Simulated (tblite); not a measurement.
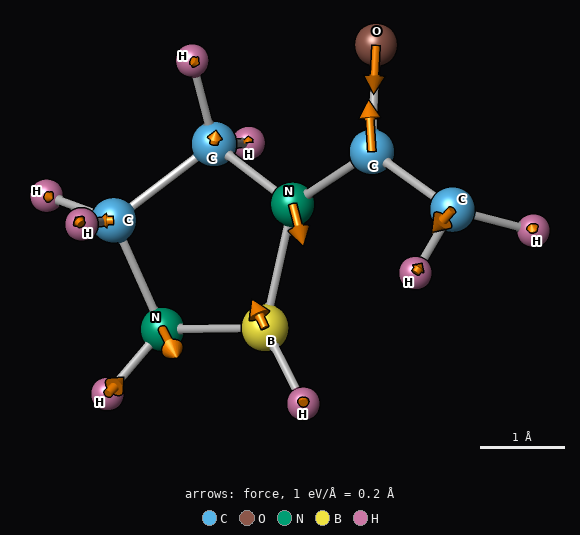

Starting geometry of C4H8BN2O (multiplicity 2) with the computed forces as orange arrows. A ball-and-stick model, seen at a tilt.

All numbers below come from GFN2-xTB geometry optimisation, gas phase in tblite 0.8.0. 

> What follows when this structure is relaxed?

It isn't relaxed: the largest force vector, on an N atom, is 3.64 eV/Å. The final displacements have little in common with the starting forces (cosine between the two patterns 0.22). The energy falls by 1.829 eV in 85 geometry steps. The largest move after the best rigid fit is that of an H atom, 1.11 Å. By element the largest moves are H 1.11 Å, N 0.63 Å, B 0.42 Å, C 0.39 Å, O 0.37 Å. Among the contacts that change: B–N 1.527 → 1.391 Å, B–N 1.523 → 1.429 Å, C–C 1.481 → 1.415 Å, H–N 1.066 → 1.005 Å. Bond angles that change, for instance: B–N–H 108.1° → 129.5°, B–N–C 100.9° → 113.2°, C–C–N 125.8° → 116.7°. The run took 0.49 s on 1 thread of Arm Neoverse V1, on a shared host.
